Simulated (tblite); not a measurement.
## Run report: C$_{3}$H$_{9}$NSi, frequency calculation

- system: C$_{3}$H$_{9}$NSi
- method: GFN2-xTB harmonic vibrations, gas phase (tblite 0.8.0)

It belongs to a series of runs on one base structure; here: constitutional isomer.

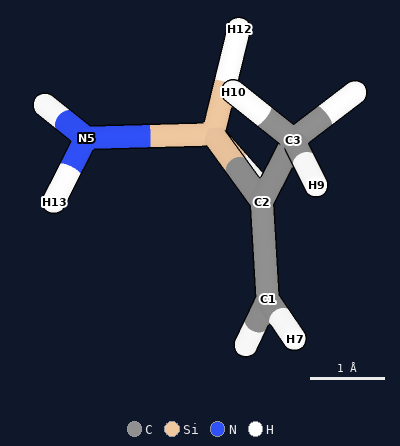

The input geometry (stick view, seen at a tilt; atoms are numbered from 1 in the order of the input).

## The input
```
{"job": {"kind": "ir", "xc": "GFN2-xTB", "basis": "xTB"}, "charge": 0, "multiplicity": 1}
C     -1.081705    -1.300819    -0.571664
C     -0.648151    -0.191710     0.009789
C     -1.502890     1.036790     0.060081
Si     1.066929    -0.083941     0.799162
N      2.154524     0.232762    -0.503388
H     -0.483624    -2.196944    -0.608543
H     -2.054275    -1.370219    -1.038733
H     -1.720836     1.291533     1.096780
H     -2.442816     0.892542    -0.470848
H     -0.973985     1.880542    -0.380232
H      1.321541    -1.322103     1.557252
H      1.188615     1.072950     1.688799
H      2.041046    -0.282417    -1.362158
H      3.134949     0.340563    -0.298463
```

The first line tells a small driver script what to run in tblite; the rest is the geometry in Å.

Launch command:
```bash
OMP_NUM_THREADS=1 python <driver script> task.json out
```

## Output
```
mode    cm-1     km/mol
  1     -30.5      1.40
  2     143.8      0.15
  3     157.4      0.49
  4     210.7     16.22
  5     255.5      1.42
  6     372.6      0.93
  7     399.5      9.48
  8     510.4     32.63
  9     545.8    274.34
 10     572.5     27.32
 11     641.0     10.72
 12     677.8     20.78
 13     717.9    160.39
 14     800.4    124.85
 15     839.1    259.01
 16     890.1    134.21
 17     908.9     76.59
 18     969.2      5.88
 19    1016.6     11.11
 20    1038.8      1.16
 21    1228.4      5.07
 22    1397.6      1.55
 23    1429.8      1.64
 24    1482.6      4.60
 25    1491.9      3.03
 26    1522.8     43.52
 27    1691.6      6.68
 28    2154.4    416.56
 29    2244.4    289.71
 30    3000.5     34.75
 31    3011.0     45.63
 32    3018.1     21.37
 33    3054.7     72.31
 34    3096.0     53.57
 35    3467.9      1.41
 36    3502.4      2.71
```

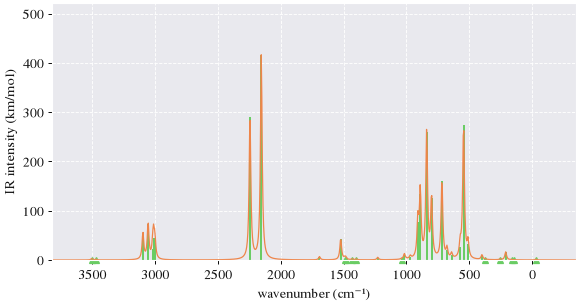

Harmonic infrared spectrum, unscaled: sticks (degenerate modes added up, dark ones marked on the axis) with a Lorentzian envelope of 16 cm⁻¹ full width, scaled to the tallest stick; imaginary modes are drawn at negative wavenumbers. 36 modes from 30i to 3502 cm⁻¹, 1 imaginary beyond 8i (30i cm⁻¹): not a clean minimum; so soft a mode can be a shallow saddle, an incomplete relaxation or noise of the force constants. The strongest line is at 2154 cm⁻¹ (417 km/mol).

## Summary

```csv
quantity,value
outcome,converged
total energy,−425.5395 eV
zero-point energy,69.2800 kcal/mol
hardware,"1 CPU thread, shared host"
peak memory,0.18 GiB
```
